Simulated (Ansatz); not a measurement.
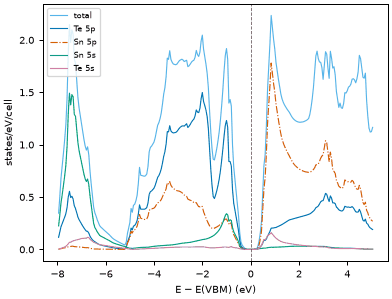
Fig. 1. Total and projected density of states of SnTe (rock salt, Fm-3m), PBE in the plane-wave PAW code Ansatz

**Question.** Which orbitals carry the states next to the gap?

**Answer.** Top 1 eV of the valence band: Te 5p 59 %, Sn 5s 20 %, Sn 5p 17 %. Bottom 1 eV of the conduction band: Sn 5p 78 %, Te 5p 10 %, Te 5s 8 %. Projections are on Löwdin-orthogonalised atomic valence shells; empty p or d shells of many metals are not among them.

**Question.** Where is the tallest occupied peak in this window, and what makes it?

**Answer.** Near -7.5 eV, about 2.1 states/eV per cell; the largest projected share is Sn 5s.

The cell was relaxed with PBE under the symmetry of its start. Scalar-relativistic: spin–orbit coupling is off unless named, which matters more the heavier the elements.

Potentials: the later of the program's two PAW sets.
